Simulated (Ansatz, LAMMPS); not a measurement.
# Amorphous 50SiO2-50GeO2 (mol %) (96 atoms) under strain, part 3 of 3

How stiff is amorphous 50SiO2-50GeO2 (mol %) (96 atoms), and how do its levels respond to strain?

Ansatz 0.2.0; Kohn-Sham DFT, PBE, PAW (set soft_2), plane waves.

The cell: 16 Si, 16 Ge and 64 O. The quench rate of 50 K/ps is orders of magnitude faster than experiment. The network of bonds at the start is that of the classical potential that made the cell. Sampling is at Γ alone.

So far. Step 10 (Stretched by 1 % along x): The relaxation converged after 4 steps, 0.0869 eV below its start, with a largest force component of 0.029 eV/Å. Step 10 (Stretched by 1 % along x): Stretched by 1 % along x: the energy stands 0.0485 eV above that of the reference, at a pressure of -0.488 GPa.

## 11. Compressed by 1 % along x

The relaxed cell is strained along x alone, which gives the stiffness along x and its coupling to y and z.

The input, input.yaml:

```yaml
crystal:
  lattice:
    - [10.86907, -0.15595, -0.0971]
    - [-0.15439, 11.0758, -0.14614]
    - [-0.09613, -0.14614, 11.50087]
  atoms:
    [... the 96 atom lines of step 4 ...]
kpoints:
  mp_grid: { grid: [1, 1, 1] }
hamiltonian:
  xc: pbe
scf:
  occupations: { method: fixed }
output:
  forces: true
  eigenvalues: true
  stress: true
relax:
  f_tol: 0.05
  max_steps: 70
```

Command:

```
$ ansatz run input.yaml --threads 4 --pin off --max-ram 8192MiB --backend cpu --events-out ev --progress --plain --runs-dir out
```

Numbers of over 12 decimals in the logs are rounded to 6 here.

The log of the run:

```text
[...]
Crystal: 96 atoms, lattice volume = 1383.900 Å³
Basis set: ecut = 420 eV, 27073 PW (Γ), exchange–correlation on 150×150×160 points (8 copies of the dense FFT grid, shifted against one another)
Bands: 432, of which v1, the nominal top of the filled ones, is band 336 counted from 1 (335 counted from 0)
Symmetry: 1 space group operations
[...]
k-points: 1
[...]
SCF iter   1: F=—  HF=-115252.105401 eV  |F-HF|=—  |Δ(HF+E_count)|=         —  Δρ=2.22e-3  dr2=7.83e-2  ethr=1.77e-3  ⟨swp⟩=4.0  Hψ=1673  notcnv=0  defer=94
[...]
SCF iter   5: F=—  HF=-115252.104036 eV  |F-HF|=—  |Δ(HF+E_count)|=   6.27e-6  Δρ=9.82e-5  dr2=1.18e-4  ethr=5.38e-8  ⟨swp⟩=2.0  Hψ=677  notcnv=0  defer=94
SCF iter   6: F=-115252.104018 eV  HF=-115252.104018 eV  |F-HF|=3.86e-7  |Δ(HF+E_count)|=   1.79e-5  Δρ=2.42e-5  dr2=7.33e-6  ethr=9.30e-9  ⟨swp⟩=11.0  Hψ=2376  notcnv=0
SCF 1 converged in 6 iterations: F = -115252.104018 eV  dr2 = 7.33e-6
[...]
relax step   1: F+E_penalty+E_count = -115252.10401805 eV  Δ(F+E_penalty+E_count) = +0.000e0 eV  max|allowed force component| = 3.587e-1 eV/Å  Δτ_max = 0.0000 Å  (6 SCF iters, dr2 threshold 6.25e-5 eV, accepted)
[...]
relax step   2: F+E_penalty+E_count = -115252.16052786 eV  Δ(F+E_penalty+E_count) = -5.651e-2 eV  max|allowed force component| = 2.094e-1 eV/Å  Δτ_max = 0.0184 Å  (6 SCF iters, dr2 threshold 8.04e-6 eV, accepted)
[...]
relax step   3: F+E_penalty+E_count = -115252.19023958 eV  Δ(F+E_penalty+E_count) = -2.971e-2 eV  max|allowed force component| = 1.240e-1 eV/Å  Δτ_max = 0.1319 Å  (8 SCF iters, dr2 threshold 2.74e-6 eV, accepted)
relax step   4: F+E_penalty+E_count = -115252.19725362 eV  Δ(F+E_penalty+E_count) = -7.014e-3 eV  max|allowed force component| = 5.774e-2 eV/Å  Δτ_max = 0.0763 Å  (7 SCF iters, dr2 threshold 5.23e-6 eV, accepted)
[...]
relax step   5: F+E_penalty+E_count = -115252.19906502 eV  Δ(F+E_penalty+E_count) = -1.811e-3 eV  max|allowed force component| = 8.993e-3 eV/Å  Δτ_max = 0.0191 Å  (8 SCF iters, accepted)
SCF converged after 8 iterations
Free energy (F): -115252.199065 eV
[...]
Internal energy: -115252.199065 eV  (E = F + TS)
E sigma→0 (E₀):  -115252.199065 eV
Fermi energy:    2.462317 eV
[...]
Σ components = -115252.199065   (vs F -115252.199065, Δ=0.00e0)
--- Forces (eV/Å), atoms counted from 1 ---
  atom   1  Si     0.00105958    -0.00398370     0.00685783
  atom   2  Si     0.00515051    -0.00120318     0.00320374
  atom   3  Si    -0.00015352     0.00236422     0.00075758
  atom   4  Si     0.00069132    -0.00249427    -0.00162350
[...]
atom  96  O     -0.00129014    -0.00194224     0.00148167
  max |Σ_I F_I| component: 7.56e-5 eV/Å
--- Stress (GPa, compression-positive) ---
        0.811581      -0.011299      -0.028831
       -0.011298       0.234146      -0.036658
       -0.028830      -0.036658       0.177314
  P = ⅓ Tr σ = 0.4077 GPa (4.077 kbar)
--- Band table (eV) ---
[...]
--- Relaxed structure (5 steps of the walk, 5 accepted, 0 SCFs on fresh bases) ---
  F+E_penalty+E_count = -115252.19906502 eV   max|allowed force component| = 8.993e-3 eV/Å
  atoms:
    - { symbol: Si, position: [0.495061, 0.235510, 0.640287] }
    - { symbol: Si, position: [0.452739, 0.154611, 0.893744] }
    - { symbol: Si, position: [0.826401, 0.117773, 0.684053] }
    - { symbol: Si, position: [0.225859, 0.964281, 0.221667] }
[...]
- { symbol: O, position: [0.623117, 0.608713, 0.074643] }
```

Wall time 1.8 min (4 threads of Arm Neoverse V1, shared host); peak memory 1.9 GiB; 6.9 min of CPU time.

The relaxation converged after 5 steps, 0.0950 eV below its start, with a largest force component of 0.0090 eV/Å.

Compressed by 1 % along x: the energy stands 0.0392 eV above that of the reference, at a pressure of 0.408 GPa.

## 12. Sheared by 2 % in xy

A shear of the relaxed cell gives the modulus that volume changes can't reach.

input.yaml, the sections that differ from step 11:

```yaml
crystal:
  lattice:
    - [10.9773, -0.04616, -0.0971]
    - [-0.04519, 11.07424, -0.14614]
    - [-0.09856, -0.14711, 11.50087]
  atoms:
    [... the 96 atom lines of step 4 ...]
# kpoints, hamiltonian, scf, output, relax: as in step 11
```

The log of the run:

```text
[...]
Crystal: 96 atoms, lattice volume = 1397.739 Å³
Basis set: ecut = 420 eV, 27341 PW (Γ), exchange–correlation on 150×150×160 points (8 copies of the dense FFT grid, shifted against one another)
Bands: 432, of which v1, the nominal top of the filled ones, is band 336 counted from 1 (335 counted from 0)
Symmetry: 1 space group operations
[...]
k-points: 1
[...]
SCF iter   1: F=—  HF=-115252.043435 eV  |F-HF|=—  |Δ(HF+E_count)|=         —  Δρ=2.23e-3  dr2=8.07e-2  ethr=1.77e-3  ⟨swp⟩=4.0  Hψ=1673  notcnv=0  defer=94
[...]
SCF iter   5: F=—  HF=-115252.041584 eV  |F-HF|=—  |Δ(HF+E_count)|=   1.27e-5  Δρ=1.00e-4  dr2=1.25e-4  ethr=5.69e-8  ⟨swp⟩=2.0  Hψ=677  notcnv=0  defer=94
SCF iter   6: F=-115252.041565 eV  HF=-115252.041564 eV  |F-HF|=2.38e-7  |Δ(HF+E_count)|=   1.94e-5  Δρ=2.48e-5  dr2=7.81e-6  ethr=9.30e-9  ⟨swp⟩=11.0  Hψ=2368  notcnv=0
SCF 1 converged in 6 iterations: F = -115252.041565 eV  dr2 = 7.81e-6
[...]
relax step   1: F+E_penalty+E_count = -115252.04156459 eV  Δ(F+E_penalty+E_count) = +0.000e0 eV  max|allowed force component| = 6.403e-1 eV/Å  Δτ_max = 0.0000 Å  (6 SCF iters, dr2 threshold 6.25e-5 eV, accepted)
[...]
relax step   2: F+E_penalty+E_count = -115252.12482809 eV  Δ(F+E_penalty+E_count) = -8.326e-2 eV  max|allowed force component| = 3.890e-1 eV/Å  Δτ_max = 0.0191 Å  (6 SCF iters, dr2 threshold 2.56e-5 eV, accepted)
[...]
relax step   3: F+E_penalty+E_count = -115252.16976861 eV  Δ(F+E_penalty+E_count) = -4.494e-2 eV  max|allowed force component| = 1.130e-1 eV/Å  Δτ_max = 0.1339 Å  (7 SCF iters, dr2 threshold 9.46e-6 eV, accepted)
relax step   4: F+E_penalty+E_count = -115252.17834344 eV  Δ(F+E_penalty+E_count) = -8.575e-3 eV  max|allowed force component| = 5.510e-2 eV/Å  Δτ_max = 0.0695 Å  (8 SCF iters, accepted)
[...]
relax step   5: F+E_penalty+E_count = -115252.17989031 eV  Δ(F+E_penalty+E_count) = -1.547e-3 eV  max|allowed force component| = 1.676e-2 eV/Å  Δτ_max = 0.0306 Å  (8 SCF iters, accepted)
SCF converged after 8 iterations
Free energy (F): -115252.179890 eV
[...]
Internal energy: -115252.179890 eV  (E = F + TS)
E sigma→0 (E₀):  -115252.179890 eV
Fermi energy:    2.444029 eV
[...]
Σ components = -115252.179890   (vs F -115252.179890, Δ=0.00e0)
--- Forces (eV/Å), atoms counted from 1 ---
  atom   1  Si    -0.00240490     0.00313769    -0.00053551
  atom   2  Si    -0.00382036    -0.00244148     0.00681587
  atom   3  Si    -0.00224112    -0.00586246     0.00425180
  atom   4  Si     0.00075287     0.00360112    -0.00350280
[...]
atom  96  O      0.00216559     0.00154662     0.00123819
  max |Σ_I F_I| component: 2.87e-5 eV/Å
--- Stress (GPa, compression-positive) ---
       -0.172814      -0.636804      -0.029425
       -0.636804      -0.099387       0.076099
       -0.029424       0.076099       0.033814
  P = ⅓ Tr σ = -0.0795 GPa (-0.795 kbar)
--- Band table (eV) ---
[...]
--- Relaxed structure (5 steps of the walk, 5 accepted, 0 SCFs on fresh bases) ---
  F+E_penalty+E_count = -115252.17989031 eV   max|allowed force component| = 1.676e-2 eV/Å
  atoms:
    - { symbol: Si, position: [0.496616, 0.235321, 0.641809] }
    - { symbol: Si, position: [0.456479, 0.155084, 0.895393] }
    - { symbol: Si, position: [0.828135, 0.119466, 0.687155] }
    - { symbol: Si, position: [0.223132, 0.961597, 0.222322] }
[...]
- { symbol: O, position: [0.626273, 0.605519, 0.076090] }
```

The job ended after 1.8 min (4 threads; peak memory 1.9 GiB; 6.8 min of CPU time).

The relaxation converged after 5 steps, 0.138 eV below its start, with a largest force component of 0.017 eV/Å.

Sheared by 2 % in xy: the energy stands 0.0584 eV above that of the reference, at a pressure of -0.0795 GPa.

## 13. Pressure against volume

Atoms are relaxed at each volume, in the scaled cell.

```csv
volume change (%),volume (Å³/atom),energy change (meV/atom),pressure (GPa),largest move on relaxing (Å),bonds,gap (eV)
-10,13.105,22.52,5.24,0.55,128,3.61
-6,13.688,7.84,2.96,0.37,128,3.52
-3,14.124,1.97,1.40,0.23,128,3.44
+0,14.561,0.00,-0.02,-,128,3.32
+3,14.998,2.00,-1.39,0.13,128,3.22
+6,15.435,7.54,-2.68,0.21,128,3.12
```

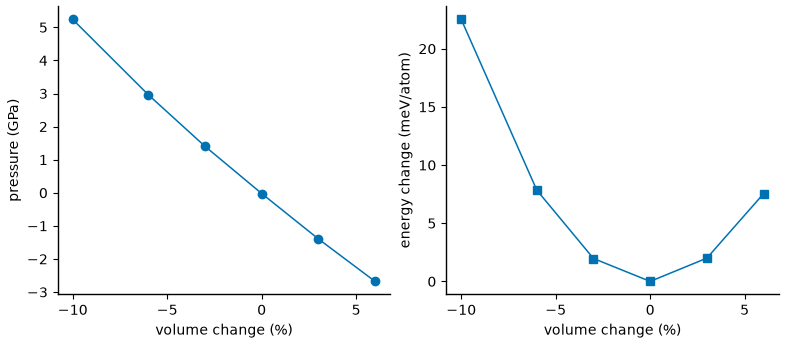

Pressure and energy against volume.

## 14. Uniaxial strain and shear

Stress (GPa, compression positive) less that of the relaxed cell, atoms relaxed:

```csv
strain,xx,yy,zz,xy,energy change (meV/atom)
stretched by 1 % along x,-0.894,-0.304,-0.201,-0.054,0.51
compressed by 1 % along x,0.849,0.265,0.175,-0.010,0.41
sheared by 2 % in xy,-0.135,-0.069,0.032,-0.636,0.61
```

## 15. Findings

The bulk modulus, from the slope of pressure against ln V over the three points nearest the relaxed volume, is 46.6 GPa; a quadratic over all points gives a pressure derivative of about 1.3. At -10 % some atom moved by over 0.5 Å on relaxing, so that point may sit in another local minimum. The gap goes from 3.61 eV at the smallest volume to 3.12 eV at the largest, -3.1 eV per unit of ln V by a straight line, on the run's k-points. In the Cartesian axes of the cell, finite differences give C11 = 87.1, C12 = 28.4, C13 = 18.8 and C66 = 31.8 GPa (the shear of 2 % is the engineering strain, εxy = 0.01). The mean of C11, C12 and C13, which equals the bulk modulus in a cubic or isotropic solid, is 44.8 GPa: it agrees with the bulk modulus within 10 %. For an isotropic solid C66 would equal (C11 − C12)/2 = 29.4 GPa; so small a sample needn't be isotropic, and C66 rests on one shear. With the bulk modulus and C66 as K and G, Young's modulus would be about 78 GPa and Poisson's ratio 0.22.

**Limits.** Strains are finite and relaxations stop at the force tolerance of the input, which can leave moduli too stiff; they are those of a static cell at zero temperature. Volumes are changed with the cell's shape held, so in an anisotropic solid the modulus lies over the one under free hydrostatic load. The program notes that the SCF threshold of the relaxations is loose for the stress.

The DFT runs together took 21 min of wall time.

[Logs are printed without paths, hosts, clocks, repeated set-up lines and the standing remarks that a program may print on its own settings, such as how far it seeks lower states.]

[Hosts, paths, dates, database ids (printed as entryN), source tags and the programs' standing remarks are cut or masked in the printed files.]
